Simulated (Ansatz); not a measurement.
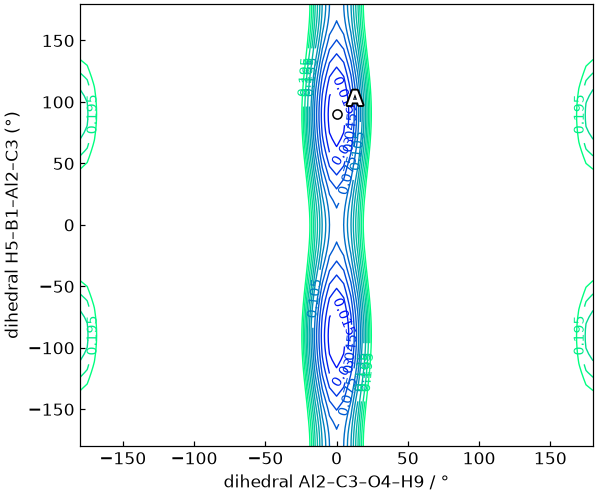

CH5AlBO, SMILES [BH2][AlH][CH+]O, charge +1. Coordinates scanned: (1) dihedral Al2–C3–O4–H9; (2) dihedral H5–B1–Al2–C3. Nothing is relaxed (all other coordinates rigid). Grid: 12 × 12 points. Energies: eV, counted from the lowest grid point. Level of theory: RKS B3LYP-D4/def2-TZVP (Ansatz).

Drawn: contour lines labelled in eV (none above 0.21), the point A. Between grid points the surface is interpolated.

Question: Find the lowest pass out of the well at A.

Answer: The easiest path leads from the well at dihedral Al2–C3–O4–H9 = 0°, dihedral H5–B1–Al2–C3 = 90° to a well of about the same depth at dihedral Al2–C3–O4–H9 = 0°, dihedral H5–B1–Al2–C3 = −90°. Its highest point lies about 0.08 eV above the bottom of the first well on the interpolated surface, at dihedral Al2–C3–O4–H9 = 0°, dihedral H5–B1–Al2–C3 = −180°. The start is the relaxed structure and all else is held, so a fully relaxed path at this level can only be lower.

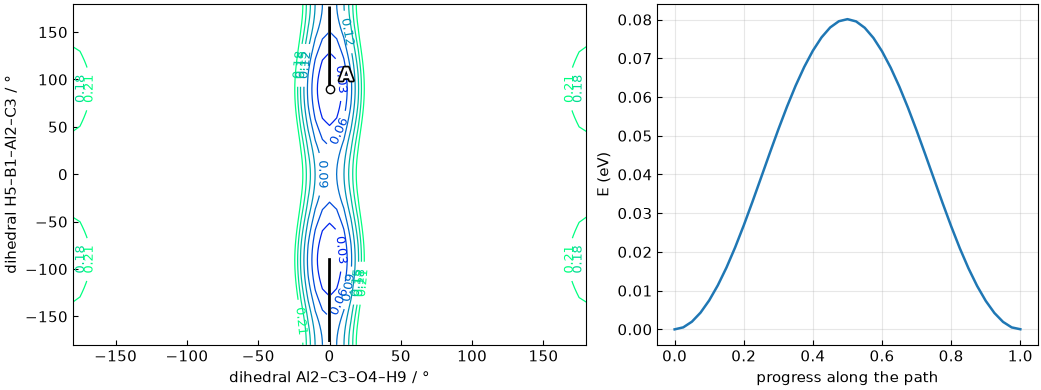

Drawn: contour lines labelled in eV (none above 0.21), a line along the lowest path, the energy along the path at the right. Between grid points the surface is interpolated.
